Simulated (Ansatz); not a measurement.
Consider AlH$_{6}$P (SMILES [AlH3-][PH3+]).

Input

```
basis:
  gaussian: {orbitals: def2-TZVPD}
crystal:
  periodic: [false, false, false]
  atoms:
    - {symbol: Al, position_ang: [-0.477007, 0.167383, -1.362461]}
    - {symbol: P, position_ang: [0.374592, -0.136753, 1.002390]}
    - {symbol: H, position_ang: [0.022986, -1.246773, -1.924372]}
    - {symbol: H, position_ang: [-2.024039, 0.340400, -0.985547]}
    - {symbol: H, position_ang: [0.381229, 1.475849, -1.704183]}
    - {symbol: H, position_ang: [0.163638, 0.902071, 1.943716]}
    - {symbol: H, position_ang: [1.763662, -0.333999, 1.205809]}
    - {symbol: H, position_ang: [-0.112959, -1.225279, 1.768749]}
output: {forces: true, orbitals: {seedname: orbitals}}
hamiltonian: {xc: {name: PBE0}}
```

Run with:

```sh
ansatz run input.yaml --threads 2 --pin off --max-ram 5220MiB --events-out events.jsonl --progress --plain --runs-dir runs
```

Geometry: PBE0-D4/def2-SVP.

Theory: isolated molecule in a Gaussian basis; Kohn-Sham density functional theory, functional PBE0 in Ansatz.

Question: What can the converged electron density and electron localisation function tell about the bonding?

Answer: Al–P (2.53 Å): ρ at the midpoint is about 0.38 e/Å³, with its minimum of 0.24 e/Å³ about 0.9 Å from Al; the ELF peaks at about 1 between the atoms, as expected for a shared electron pair.
P–H (1.42 Å): the density is about 1.1 e/Å³ at the midpoint; the ELF climbs to about 1 towards the hydrogen, as it does in any bond to H.
Al–H (1.60 Å): ρ is about 0.52 e/Å³ halfway; the ELF climbs to about 1 towards the hydrogen.

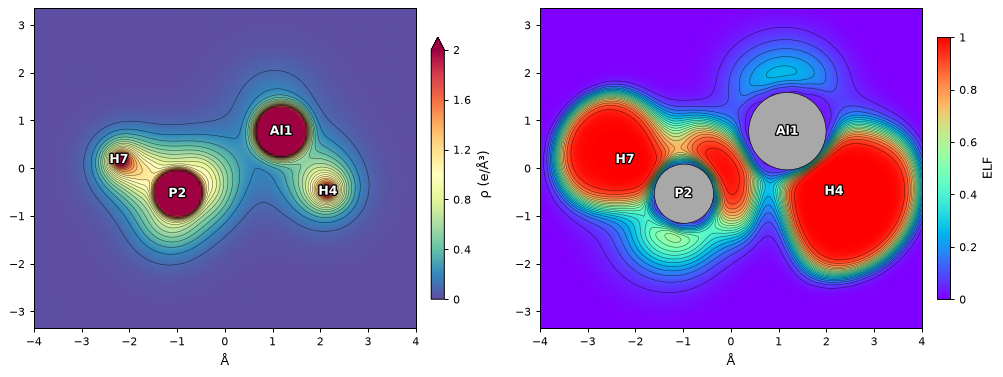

Computed electron density and electron localisation function on the plane of atoms P2, Al1 and H4, in this order. Grey discs cover the atomic cores in the ELF map. 
